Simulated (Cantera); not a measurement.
Feed: 1 mol Si, 3.6 mol HF, 0.67 mol N2, equilibrated at 1173.15 K.

These are equilibrium values from Cantera (NASA tables, ideal gas, pure condensed phases), not measurements of a reactor. Candidate condensed phases: Si, Si3N4; 37 gas species. N2 is the only nitrogen source here; it is nearly inert below about 1500 K, so the nitride shown seldom forms there in practice. The tables' values for SiF3, SiF2 are old estimates; treat these amounts as uncertain. Kinetics and transport are ignored.

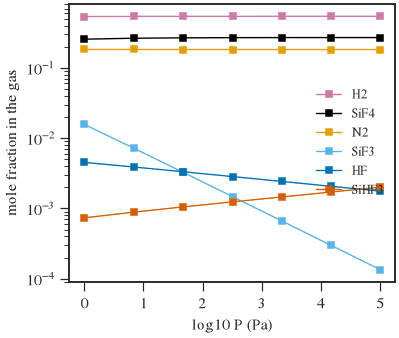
Figure. Equilibrium gas composition (values under 1e-9 drawn at 1e-9)

**Question.** Read off the mole fractions at 0.0510 Torr.

**Answer.** H2 about 0.54, SiF4 about 0.26, N2 about 0.18, SiF3 about 0.0072, HF about 0.0039, SiHF3 about 0.00088.
